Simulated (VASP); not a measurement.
Shape and ions are relaxed at each volume.

Energy against volume of MoSi₂ (MoSi2 type). Calculation: AM05 GGA, VASP's PBE PAW potentials (set 64) (plane waves; VASP).

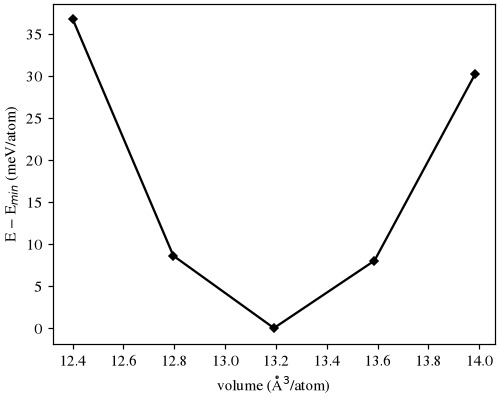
Fig. 1. Energy against volume

Q: Estimate the equilibrium volume and the bulk modulus.

A: The minimum lies near 13.2 Å³/atom, and the curvature gives B0 of about 220 GPa.

The compound is MoSi2 in the MoSi2 type structure. It was relaxed first.
